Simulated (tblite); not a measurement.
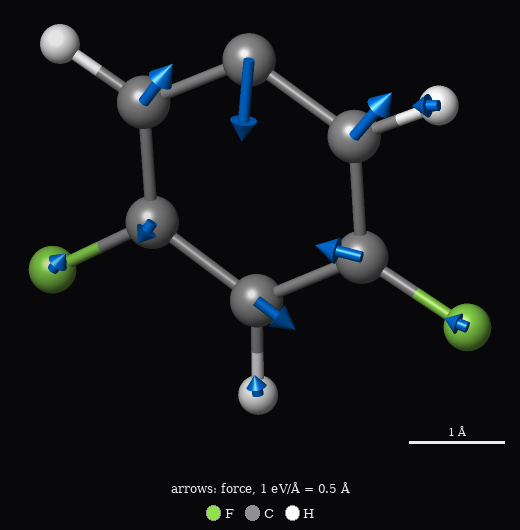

Starting geometry of C6H3F2 (multiplicity 2) with the computed forces as blue arrows. The picture is a ball-and-stick view, seen at a tilt.

Theory: tblite 0.8.0, GFN2-xTB geometry optimisation, gas phase. 

Q: Is this structure relaxed? If not, where do the atoms go?

A: It isn't relaxed: the largest force vector, on a C atom, is 1.88 eV/Å. The final displacements follow the starting forces only in part (cosine between the two patterns 0.64). The largest move after the best rigid fit is that of a C atom, 0.060 Å. Largest moves by element: C 0.060 Å, F 0.056 Å, H 0.047 Å. Among the contacts that change: C–C 1.391 → 1.362 Å, C–H 1.103 → 1.078 Å, C–F 1.360 → 1.344 Å, C–C 1.396 → 1.383 Å. Among the angles between lasting bonds that change: C–C–C 122.1° → 115.9°, C–C–C 120.9° → 126.0°, C–C–H 115.6° → 120.3°. The energy falls by 0.128 eV in 13 geometry steps. Cost: 0.05 s on 1 thread of Arm Neoverse V2, on a shared host.
